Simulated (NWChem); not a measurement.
**Si2H6O (SMILES [SiH3]O[SiH3]) at 3 levels**

Wanted: a comparison of 3 runs (HF/cc-pVDZ, MP2/cc-pVDZ, CCSD(T)/cc-pVDZ) of Si2H6O. 

The results are computed with NWChem 7.3.0.

1 further run of the same task is left out (set aside as unsound or not needed).

**1. Starting point**

Si2H6O has 9 atoms, charge 0, and is taken as a singlet. As SMILES, `[SiH3]O[SiH3]`. One bond was lengthened or shortened from a relaxed shape.

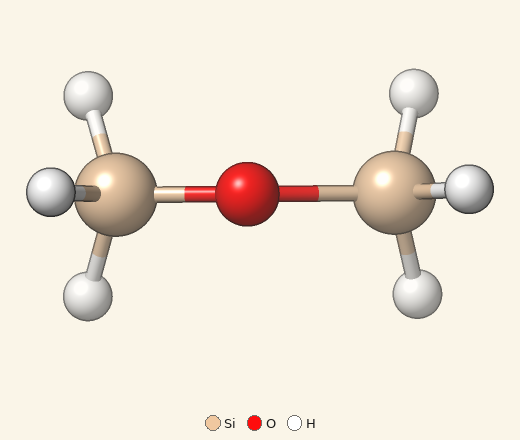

Viewed from a chosen angle; silicon light orange, oxygen red, hydrogen white.

**2. A single-point energy at HF/cc-pVDZ (run 1)**

Contents of nw.nw:

```
start nw
memory total 2200 mb
geometry noautosym nocenter noautoz
  Si      -0.880661       1.196907      -1.020638
  O        0.425550       0.090990      -0.245380
  Si       0.775570      -1.038810       0.881750
  H       -1.957641       0.370827      -1.626778
  H       -0.231011       2.016667      -2.071338
  H       -1.476541       2.087007       0.010212
  H        2.224270      -1.343130       0.800010
  H       -0.009310      -2.275600       0.628780
  H        0.448290      -0.527870       2.238910
end
basis "ao basis" spherical bse
  * library cc-pVDZ
end
scf
  singlet
  rhf
  thresh 1e-08
  maxiter 80
  print medium
end
task scf energy
```

On the command line:

```console
$ nwchem nw.nw > nw.out
```

What it wrote:

```text
[...]
  functions       =    80
[...]
  wavefunction    = RHF
[...]
         Total SCF energy =   -656.265787263564
      One-electron energy =  -1210.354339033601
      Two-electron energy =    402.764401757867
 Nuclear repulsion energy =    151.324150012169
        Time for solution =     34.3s
[...]
```

Wall time 36 s (1 thread of AMD EPYC 7B13 (Zen 3), shared host); peak memory 0.097 GiB.

**3. A single-point energy at MP2/cc-pVDZ (run 2)**

Contents of run.py:

```python
from ase import Atoms
from ase.calculators.nwchem import NWChem

system = Atoms(['Si', 'O', 'Si', 'H', 'H', 'H', 'H', 'H', 'H'], positions=[
    [-0.880661, 1.196907, -1.020638],
    [0.425550, 0.090990, -0.245380],
    [0.775570, -1.038810, 0.881750],
    [-1.957641, 0.370827, -1.626778],
    [-0.231011, 2.016667, -2.071338],
    [-1.476541, 2.087007, 0.010212],
    [2.224270, -1.343130, 0.800010],
    [-0.009310, -2.275600, 0.628780],
    [0.448290, -0.527870, 2.238910],
])

calc = NWChem(
    label='h6osi2',
    theory='mp2',
    memory='2200 mb',
    basis='cc-pVDZ',
    basispar='spherical bse',
    scf={'nopen': '0', 'rhf': None, 'thresh': '1e-08', 'maxiter': '80'},
    mp2={'freeze': 'core 11', 'tight': None},
    task='energy',
)
system.calc = calc

print(f"energy = {system.get_potential_energy():.6f} eV")
```

On the command line:

```console
$ export ASE_NWCHEM_COMMAND="nwchem PREFIX.nwi > PREFIX.nwo"
$ python run.py
```

What it wrote:

```text
energy = -17868.611796 eV
```

The calculator wrote h6osi2.nwi:

```
title "h6osi2"

permanent_dir h6osi2

scratch_dir h6osi2

start h6osi2

geometry units angstrom nocenter noautosym noautoz
  Si -8.8066100000000003e-01 1.1969069999999999e+00 -1.0206379999999999e+00
  O  4.2554999999999998e-01 9.0990000000000001e-02 -2.4537999999999999e-01
  Si 7.7556999999999998e-01 -1.0388100000000000e+00 8.8175000000000003e-01
  H  -1.9576410000000000e+00 3.7082700000000002e-01 -1.6267780000000001e+00
  H  -2.3101099999999999e-01 2.0166670000000000e+00 -2.0713379999999999e+00
  H  -1.4765410000000001e+00 2.0870069999999998e+00 1.0212000000000001e-02
  H  2.2242700000000002e+00 -1.3431299999999999e+00 8.0001000000000000e-01
  H  -9.3100000000000006e-03 -2.2755999999999998e+00 6.2878000000000001e-01
  H  4.4829000000000002e-01 -5.2786999999999995e-01 2.2389100000000002e+00
end

memory 2200 mb

basis spherical bse noprint
   * library cc-pVDZ
end

scf
  nopen 0
  rhf
  thresh 1e-08
  maxiter 80
end
mp2
  freeze core 11
  tight
end

task mp2 energy
```

h6osi2.nwo:

```text
Northwest Computational Chemistry Package (NWChem) 7.3.0
             --------------------------------------------------------

           Job information
           ---------------

    nwchem branch   = 7.3.0
    use scalapack   = T
    input           = h6osi2.nwi
    prefix          = h6osi2.
    data base       = h6osi2/h6osi2.db
    status          = startup
    nproc           =        1

           Memory information
           ------------------

[... 5 lines left out ...]
    hardfail = no
[... 134 lines left out ...]
         Quadratically convergent ROHF
[... 14 lines left out ...]
       Final RHF  results
[... 4 lines left out ...]
      Two-electron energy =    402.764401757662
[... 40 lines left out ...]
                       ROHF Final Molecular Orbital Analysis
[... 265 lines left out ...]
          ---------------------------------------------------
                    Spin Component Scaled (SCS) MP2
          Same spin pairs                     -0.078553911449
          Same spin scaling factor             0.333333333333
          Opposite spin pairs                 -0.315035904049
          Opposite spin scaling fact.          1.200000000000
          SCS-MP2 correlation energy          -0.404227722008
          Total SCS-MP2 energy              -656.670014985596
          ---------------------------------------------------

 -----------------------
 Task  times  cpu:       43.7s     wall:       43.7s
 Total times  cpu:       43.8s     wall:       43.8s
```

Run time: 45 s. Hardware: 1 thread of AMD EPYC 7B13 (Zen 3), shared host; peak memory 0.17 GiB.

**4. A single-point energy at CCSD(T)/cc-pVDZ (run 3)**

Contents of work.nw:

```
start work
title "H6OSi2 energy"
memory stack 880 mb heap 220 mb global 1100 mb
charge 0
geometry units angstrom noautosym nocenter noautoz
  Si      -0.880661       1.196907      -1.020638
  O        0.425550       0.090990      -0.245380
  Si       0.775570      -1.038810       0.881750
  H       -1.957641       0.370827      -1.626778
  H       -0.231011       2.016667      -2.071338
  H       -1.476541       2.087007       0.010212
  H        2.224270      -1.343130       0.800010
  H       -0.009310      -2.275600       0.628780
  H        0.448290      -0.527870       2.238910
end
basis spherical bse
  * library cc-pVDZ
end
scf
  thresh 1e-08
  maxiter 80
  print low
end
ccsd
  freeze core 11
  maxiter 60
end
task ccsd(t)
```

On the command line:

```console
$ nwchem work.nw > work.out
```

What it wrote:

```text
[...]
  functions       =    80
[...]
  wavefunction    = RHF
[...]
         Total SCF energy =   -656.265787263564
      One-electron energy =  -1210.354339033601
      Two-electron energy =    402.764401757867
 Nuclear repulsion energy =    151.324150012169
        Time for solution =     34.9s
[...]
 Total MP2 energy:           -656.659377079061528
[...]
             energy      energy      error      ampl     ampl      Block
                                                time     time      time
[...]
 Total CCSD energy:           -656.706101210857469
[...]
 Total CCSD+T(CCSD) energy:           -656.716565148796235
[...]
 Total CCSD(T) energy:                -656.715796325839619
[...]
```

Run time: 2.8 min. Hardware: 1 thread of AMD EPYC 7B13 (Zen 3), shared host; peak memory 0.19 GiB.

**5. All runs side by side**

```csv
run,level,module,frozen core orbitals,energy (Eh),HOMO energy (eV),LUMO energy (eV),HOMO–LUMO gap (eV),wall time
1,HF/cc-pVDZ,scf,–,-656.265787,-11.83,3.20,15.03,36 s
2,MP2/cc-pVDZ,mp2,11,-656.659377,-11.83,3.20,15.03,45 s
3,CCSD(T)/cc-pVDZ,ccsd(t),11,-656.715796,–,–,–,2.8 min
```

**6. Outcome**

| quantity | value |
| --- | --- |
| run 3: total energy | -656.71580 Eh |
| run 3: correlation energy (11 core orbitals frozen) | -450.0 mEh |
| run 3: (T) correction | -9.70 mEh |

Below the HF energy at the same shape and in the same basis (cc-pVDZ): MP2 -393.6 mEh; CCSD(T) -450.0 mEh. All runs together took 4.1 min, the longest 2.8 min.
